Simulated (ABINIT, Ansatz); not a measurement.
# A GW run on Ba2CaMoO6 (Fm-3m) in ABINIT, with inputs changed

A base run on Ba2CaMoO6 (Fm-3m), then changed inputs.

Program: ABINIT 10.8.3. Level of theory: LDA and many-body steps on it, plane waves. Results are calculated unless marked as measured.

### 1. The starting structure

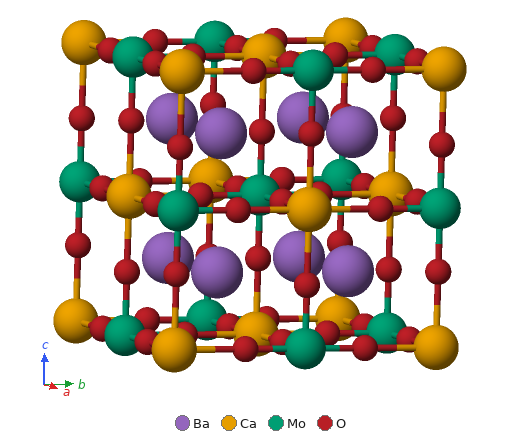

Start, viewed slightly off an axis; barium purple, calcium orange, molybdenum teal, oxygen red. This picture shows the conventional cell, with its axes. Some periodic images of atoms are drawn too.

The cell and positions come from the Crystallography Open Database and are kept as given unless a step says otherwise. Spin-orbit coupling is left out unless a step names it.

### 2. Screening, 2×2×2 mesh, 219 bands, screening to 141.5 eV

This step: ABINIT 10.8.3; RPA screening on LDA, plane waves, norm-conserving pseudopotentials.

The RPA dielectric matrix is built and inverted for each q.

run.abi reads:

```
acell 3*1.0 Angstrom
rprim 
  -0.000000000000 4.190056500000 4.190056500000
  4.190056500000 -0.000000000000 4.190056500000
  4.190056500000 4.190056500000 -0.000000000000
ntypat 4
znucl 56 20 42 8
natom 10
typat 1 1 2 3 4 4 4 4 4 4
xred 
  0.250000000000 0.250000000000 0.250000000000
  0.750000000000 0.750000000000 0.750000000000
  0.000000000000 0.000000000000 0.000000000000
  0.500000000000 0.500000000000 0.500000000000
  0.728140000000 0.271860000000 0.271860000000
  0.271860000000 0.728140000000 0.271860000000
  0.271860000000 0.728140000000 0.728140000000
  0.728140000000 0.271860000000 0.728140000000
  0.271860000000 0.271860000000 0.728140000000
  0.728140000000 0.728140000000 0.271860000000
pp_dirpath "pseudos"
pseudos "Ba.upf, Ca.upf, Mo.upf, O.upf"
ecut 36
ngkpt 2 2 2
nshiftk 1
shiftk 0 0 0
kptopt 1
chksymbreak 0
istwfk *1
occopt 1
irdwfk 1
optdriver 3
nband 219
ecuteps 5.2
inclvkb 2
awtr 1
symchi 1
indata_prefix "in"
outdata_prefix "out"
tmpdata_prefix "tmp"
```

Run with:

```sh
$ OMP_NUM_THREADS=1 mpirun -n 4 abinit run.abi > log
```

Log:

```text
.Version 10.8.3 of ABINIT. v10.8.2 released Aug 2026.

 Symmetries : space group Fm -3 m (#225); Bravais cF (face-center cubic)
[... echo of the input left out ...]
== DATASET  1 ==================================================================
-   mpi_nproc: 4, omp_nthreads: 1 (-1 if OMP is not activated)

--- !DatasetInfo
iteration_state: {dtset: 1, }
dimensions: {natom: 10, nkpt: 3, mband: 219, nsppol: 1, nspinor: 1, nspden: 1, mpw: 10272, }
cutoff_energies: {ecut:  36.0, pawecutdg:  -1.0, }
electrons: {nelect:   8.00000000E+01, charge:   0.00000000E+00, occopt:   1.00000000E+00, tsmear:   1.00000000E-02, }

 SCREENING: Calculation of the susceptibility and dielectric matrices

 Based on a program developped by R.W. Godby, V. Olevano, G. Onida, and L. Reining.
 Incorporated in ABINIT by V. Olevano, G.-M. Rignanese, and M. Torrent.
.Using double precision arithmetic ; gwpc =  8

[... cell and pseudopotentials left out ...]
--------------------------------------------------------------------------------

 ==== K-mesh for the wavefunctions ====
 Number of points in the irreducible wedge :     3
[... list of points left out ...]
 Together with 48 symmetry operations and time-reversal symmetry
 yields     8 points in the full Brillouin Zone.

 ==== Q-mesh for the screening function ====
 Number of points in the irreducible wedge :     3
[... list of points left out ...]
 Together with 48 symmetry operations and time-reversal symmetry
 yields     8 points in the full Brillouin Zone.

 setmesh: FFT mesh size selected  =    45x   45x   45
          total number of points  =        91125

 vcoul_init : cutoff-mode = AUXILIARY_FUNCTION
 q-points for optical limit:   1
     1)      0.000010    0.000020    0.000030

- screening: taking advantage of time-reversal symmetry
- Maximum band index for partially occupied states nbvw = 40
- Remaining bands to be divided among processors   nbcw = 179
- Number of bands treated by each node ~44

 Number of electrons calculated from density =   80.0000; Expected =   80.0000
 average of density, n =  0.080576
 r_s =    1.4363
 omega_plasma =   27.3815 [eV]

 calculating chi0 at frequencies [eV] :
  1    0.000000E+00    0.000000E+00
  2    0.000000E+00    2.738152E+01

--------------------------------------------------------------------------------
  q-point number  1        q = ( 0.000000, 0.000000, 0.000000) [r.l.u.]
--------------------------------------------------------------------------------
[... chi0 elements left out ...]
 For q-point:  0.000010 0.000020 0.000030
  dielectric constant =   5.2802
  dielectric constant without local fields =   6.4579

  Average fulfillment of the sum rule on Im[epsilon] for q-point    1 :     64.74  [%]
[... wings left out ...]
  q-point number  2        q = ( 0.500000, 0.000000, 0.000000) [r.l.u.]
--------------------------------------------------------------------------------
[... chi0 elements left out ...]
  Average fulfillment of the sum rule on Im[epsilon] for q-point    2 :     69.86  [%]

 [... 1 further q-points ...]
```

Wall time 1.8 min (4 MPI ranks of Arm Neoverse V1, shared host); peak memory 2.5 GiB; 7.2 min of CPU time.

This step gave:

| Property | Result |
| --- | --- |
| ε∞ with local fields, on this mesh, along the program's q direction | 5.280 |
| the same without local fields | 6.458 |
| plasma frequency | 27.38 eV |
| plane waves in the screening matrix | 537 |

Local fields lower ε∞ by 18 %. On a Γ-centred mesh this coarse the value itself is usually too large, while a short band sum pulls it down.

### 3. Base

The self-energy is evaluated for the states that the input lists, and the levels follow from it, in one-shot runs by the linearised quasiparticle equation.

This step: G0W0 on LDA, plane waves, norm-conserving pseudopotentials.

Changes to run.abi since step 2:

```diff
@@ -31,8 +31,17 @@
 irdwfk 1
-optdriver 3
+optdriver 4
 nband 219
+gwcalctyp 0
+ecutsigx 36
+symsigma 1
+nkptgw 2
+kptgw 
+  0.0000000000 0.0000000000 0.0000000000
+  0.5000000000 0.5000000000 0.0000000000
+bdgw 
+  38 43
+  38 43
 ecuteps 5.2
-inclvkb 2
-awtr 1
-symchi 1
+irdscr 1
+ppmodel 1
 indata_prefix "in"
```

Log:

```text
.Version 10.8.3 of ABINIT. v10.8.2 released Aug 2026.

 Symmetries : space group Fm -3 m (#225); Bravais cF (face-center cubic)
[... echo of the input left out ...]
== DATASET  1 ==================================================================
-   mpi_nproc: 4, omp_nthreads: 1 (-1 if OMP is not activated)

--- !DatasetInfo
iteration_state: {dtset: 1, }
dimensions: {natom: 10, nkpt: 3, mband: 219, nsppol: 1, nspinor: 1, nspden: 1, mpw: 10272, }
cutoff_energies: {ecut:  36.0, pawecutdg:  -1.0, }
electrons: {nelect:   8.00000000E+01, charge:   0.00000000E+00, occopt:   1.00000000E+00, tsmear:   1.00000000E-02, }

 SIGMA: Calculation of the GW corrections

 Based on a program developped by R.W. Godby, V. Olevano, G. Onida, and L. Reining.
 Incorporated in ABINIT by V. Olevano, G.-M. Rignanese, and M. Torrent.
.Using double precision arithmetic ; gwpc =  8

[... cell and pseudopotentials left out ...]
--------------------------------------------------------------------------------

 ==== K-mesh for the wavefunctions ====
 Number of points in the irreducible wedge :     3
[... list of points left out ...]
 Together with 48 symmetry operations and time-reversal symmetry
 yields     8 points in the full Brillouin Zone.

 ==== Q-mesh for screening function ====
 Number of points in the irreducible wedge :     3
[... list of points left out ...]
 Together with 48 symmetry operations and time-reversal symmetry
 yields     8 points in the full Brillouin Zone.

 vcoul_init : cutoff-mode = AUXILIARY_FUNCTION
 q-points for optical limit:   1
     1)      0.000010    0.000020    0.000030
 setmesh: FFT mesh size selected  =    64x   64x   64
          total number of points  =       262144

 Number of electrons calculated from density =   80.0000; Expected =   80.0000
 average of density, n =  0.080576
 r_s =    1.4363
 omega_plasma =   27.3815 [eV]

 === KS Band Gaps ===
  >>>> For spin  1
   Minimum direct gap =   2.1900 [eV], located at k-point      :   0.5000  0.5000  0.0000
   Fundamental gap    =   2.1254 [eV], Top of valence bands at :   0.0000  0.0000  0.0000
                                       Bottom of conduction at :   0.5000  0.5000  0.0000
 SIGMA fundamental parameters:
 PLASMON POLE MODEL  1
 number of plane-waves for SigmaX                10177
 number of plane-waves for SigmaC and W            537
 number of plane-waves for wavefunctions         10177
 number of bands                                   219
 number of independent spin polarizations            1
 number of spinorial components                      1
 number of k-points in IBZ                           3
 number of q-points in IBZ                           3
 number of symmetry operations                      48
 number of k-points in BZ                            8
 number of q-points in BZ                            8
 number of frequencies for dSigma/dE                 9
 frequency step for dSigma/dE [eV]                0.25
 number of omega for Sigma on real axis              0
 max omega for Sigma on real axis  [eV]           0.00
 zcut for avoiding poles [eV]                     0.10

 EPSILON^-1 parameters (SCR file):
 dimension of the eps^-1 matrix on file            537
 dimension of the eps^-1 matrix used               537
 number of plane-waves for wavefunctions         10177
 number of bands                                   219
 number of q-points in IBZ                           3
 number of frequencies                               2
 number of real frequencies                          1
 number of imag frequencies                          1

 matrix elements of self-energy operator (all in [eV])

 Perturbative Calculation

--- !SelfEnergy_ee
iteration_state: {dtset: 1, }
kpoint     : [   0.000,    0.000,    0.000, ]
spin       : 1
KS_gap     :    2.520
QP_gap     :    4.128
Delta_QP_KS:    1.608
data: !SigmaeeData |
     Band     E0 <VxcDFT>   SigX SigC(E0)      Z dSigC/dE  Sig(E)    E-E0       E
       38   5.663 -19.542 -24.189   4.748   0.769  -0.300 -19.464   0.078   5.741
       39   5.663 -19.542 -24.189   4.748   0.769  -0.300 -19.464   0.078   5.741
       40   5.663 -19.542 -24.189   4.748   0.769  -0.300 -19.464   0.078   5.741
       41   8.183 -17.434 -12.160  -3.191   0.809  -0.236 -15.749   1.686   9.868
       42   8.183 -17.434 -12.160  -3.191   0.809  -0.236 -15.749   1.686   9.868
       43   8.183 -17.434 -12.160  -3.191   0.809  -0.236 -15.749   1.686   9.868

--- !SelfEnergy_ee
iteration_state: {dtset: 1, }
kpoint     : [   0.500,    0.500,    0.000, ]
spin       : 1
KS_gap     :    2.190
QP_gap     :    3.779
Delta_QP_KS:    1.589
data: !SigmaeeData |
     Band     E0 <VxcDFT>   SigX SigC(E0)      Z dSigC/dE  Sig(E)    E-E0       E
[...]
41   7.788 -16.723 -11.112  -3.572   0.814  -0.229 -15.063   1.660   9.448
       42   8.987 -19.494 -13.929  -3.270   0.801  -0.248 -17.655   1.839  10.826
       43   8.987 -19.494 -13.929  -3.270   0.801  -0.248 -17.655   1.839  10.826

== END DATASET(S) ==============================================================
================================================================================

 -outvars: echo values of variables after computation  --------
           etotal      0.0000000000E+00
            nband         219
             nkpt           3
          spgroup         225
 [... the other variables as echoed above ...]

 Calculation completed.
```

Wall time 39 s (4 MPI ranks); peak memory 1.9 GiB; 2.6 min of CPU time.

Numbers from this step:

| Quantity | Value |
| --- | --- |
| G0W0 gap on the points computed | 3.707 eV |
| starting gap on the mesh | 2.125 eV |
| k of the valence top | 0, 0, 0 |
| k of the conduction bottom | 0.5, 0.5, 0 |
| Z at the valence top | 0.769 |
| Z at the conduction bottom | 0.814 |
| least direct G0W0 gap on the computed points | 3.779 eV |

The gap on the mesh goes from 2.13 eV to 3.71 eV, a correction of +1.58 eV.

### 4. Another k mesh than the file's

Changes to run.abi since step 3:

```diff
@@ -23,3 +23,3 @@
 ecut 36
-ngkpt 2 2 2
+ngkpt 3 3 3
 nshiftk 1
```

Log:

```text
.Version 10.8.3 of ABINIT. v10.8.2 released Aug 2026.

 Symmetries : space group Fm -3 m (#225); Bravais cF (face-center cubic)
================================================================================
 Values of the parameters that define the memory need of the present run
     intxc =       0    ionmov =       0      iscf =       7    lmnmax =       6
     lnmax =       6     mgfft =      64  mpssoang =       3    mqgrid =    3001
     natom =      10  nloc_mem =       1    nspden =       1   nspinor =       1
    nsppol =       1      nsym =      48    n1xccc =    2501    ntypat =       4
    occopt =       1   xclevel =       1
-    mband =         219        mffmem =           1         mkmem =           1
       mpw =       10293          nfft =      262144          nkpt =           4
================================================================================
  Rough estimation (10% accuracy) of disk space for files :
================================================================================

--------------------------------------------------------------------------------
------------- Echo of variables that govern the present computation ------------
--------------------------------------------------------------------------------
 -outvars: echo values of preprocessed input variables --------
            acell      1.8897261259E+00  1.8897261259E+00  1.8897261259E+00 Bohr

             bdgw          38      43      38      43
      chksymbreak           0
             ecut      3.60000000E+01 Hartree
          ecuteps      5.20000000E+00 Hartree
         ecutsigx      3.60000000E+01 Hartree
          ecutwfn      3.60000000E+01 Hartree
-          fftalg         312
           irdscr           1
           irdwfk           1

[...]
nproj     2     2     2
  pspatm : epsatm=   25.95172157
         --- l  ekb(1:nproj) -->
[...]
pspatm: atomic psp has been read  and splines computed

- Ca Generated using ONCVPSP code by D. R. Hamann
- 20.00000  10.00000  180309                  znucl, zion, pspdat
12 -1012 2 -1 1724                            pspcod,pspxc,lmax,lloc,mmax
     nproj     2     2     2
  pspatm : epsatm=   12.51424511
         --- l  ekb(1:nproj) -->
[...]
pspatm: atomic psp has been read  and splines computed

- Mo Generated using ONCVPSP code by D. R. Hamann
- 42.00000  14.00000  180309                  znucl, zion, pspdat
12 -1012 2 -1 1602                            pspcod,pspxc,lmax,lloc,mmax
     nproj     2     2     2
  pspatm : epsatm=   15.87300509
         --- l  ekb(1:nproj) -->
[...]
pspatm: atomic psp has been read  and splines computed

- O Generated using ONCVPSP code by D. R. Hamann
-  8.00000   6.00000  201201                  znucl, zion, pspdat
12 -1012 2 -1 926                             pspcod,pspxc,lmax,lloc,mmax
     nproj     2     2     1
  pspatm : epsatm=    6.27558587
         --- l  ekb(1:nproj) -->
             0    6.026028    0.816167
             1   -4.798959   -1.172522
             2   -1.033686
 pspatm: atomic psp has been read  and splines computed

   9.43553668E+03                                ecore*ucvol(ha*bohr**3)
--------------------------------------------------------------------------------

--- !ERROR
message: |
    Cannot continue, basic dimensions/parameters reported in the header do not agree with input file.
    Check consistency between the content of the WFK external file and the input file.

--- !ERROR
message: |
    Cannot continue, basic dimensions/parameters reported in the header do not agree with input file.
    Check consistency between the content of the WFK external file and the input file.

--- from the log ---
Cannot continue, basic dimensions/parameters reported in the header do not agree with input file.
    Check consistency between the content of the WFK external file and the input file.
```

Run time: 3.8 s. Hardware: 4 MPI ranks; peak memory 0.19 GiB.

The run stopped with an error after 3.8 s.

The program's words: Cannot continue, basic dimensions/parameters reported in the header do not agree with input file. Check consistency between the content of the WFK external file and the input file.

The fault put into this input: another k mesh than the file's.

### 5. The runs together

Times are wall times on 4 MPI ranks of Arm Neoverse V1, shared host, good to a factor of about two. A run's time includes the screening step that it read.

| run | mesh | bands | screening cutoff (eV) | DFT gap (eV) | gap on the mesh (eV) | direct (eV) | ε∞ used | time |
| --- | --- | --- | --- | --- | --- | --- | --- | --- |
| base | 2×2×2 | 219 | 141.5 | 2.125 | 3.707 | 3.779 | 5.28 | 2.5 min |

### 6. What came out

| Item | Value |
| --- | --- |
| base | 3.707 eV |
| known limits | not at the basis limit; no spin-orbit coupling; coarse k mesh |

What this shows: Bands and cutoff are finite, so the gap is not at the basis limit. The miss can reach some tenths of an eV and take either sign; the mesh is an error of its own. In the G0W0 run levels were corrected at 2 k points alone, so a gap called «on the mesh» is the least over those, and an edge elsewhere would be missed. The 2×2×2 mesh is coarse for this cell, which bears on the long-range parts of exchange and screening. The many-body steps are scalar-relativistic: spin-orbit coupling is not in them.

[Paths, hosts, dates, memory and timing lines, banners, echoed tables and standing remarks are left out of the program output.]

[Logs are printed without paths, hosts, clocks, repeated set-up lines and the standing remarks that a program may print on its own settings, such as how far it seeks lower states.]

[Runs of the session that timed out or met a known fault of the program may be left out.]

[Hosts, paths, dates, database ids (printed as entryN), source tags and the programs' standing remarks are cut or masked in the printed files.]

[G0W0 gaps are taken among the corrected bands and points alone; a level outside them can change the order at an edge.]

[Where Ansatz stands beside ABINIT at settings called matched, ABINIT's density can come from a denser mesh and the files from another edition; pairs whose starting gaps differed by over 0.03 eV were left out, so agreement reads better than it is.]
